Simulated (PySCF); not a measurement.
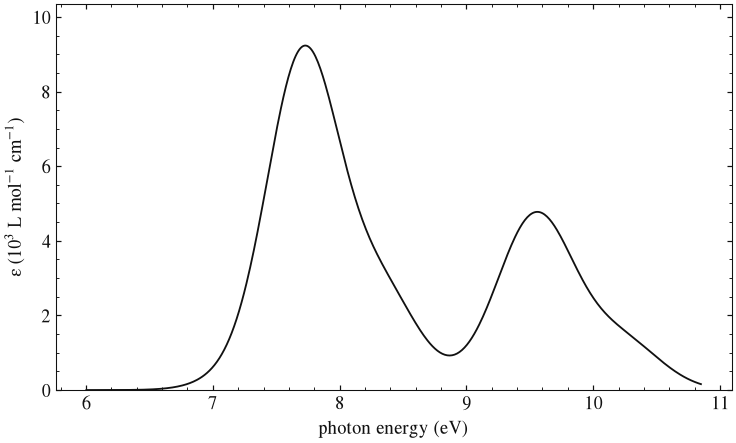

Computed absorption of C₄HF₅, SMILES FC1=C(F)C(F)(F)[C@@H]1F. Vertical TDDFT excitations, PBE0/def2-SVP in PySCF, at a PBE0-D3(BJ)/def2-SVP geometry (no frequency check), gas phase. The lowest 10 singlet states are shown; each is broadened by a Gaussian of 1/e half-width 0.40 eV.

> Does any vertical transition fall in the visible?

No singlet lies below 3.1 eV (beyond 400 nm), so at this level no vertical transition falls in the visible.

> Which of the computed transitions is the brightest, and what character does the calculation give it?

S2 at 7.71 eV (161 nm), f = 0.219, mainly HOMO → LUMO (83 %).

Caveats: states above the negative HOMO energy depend on the basis; core orbitals are frozen in the response; def2-SVP has no diffuse functions, so states with Rydberg character are missing or too high.
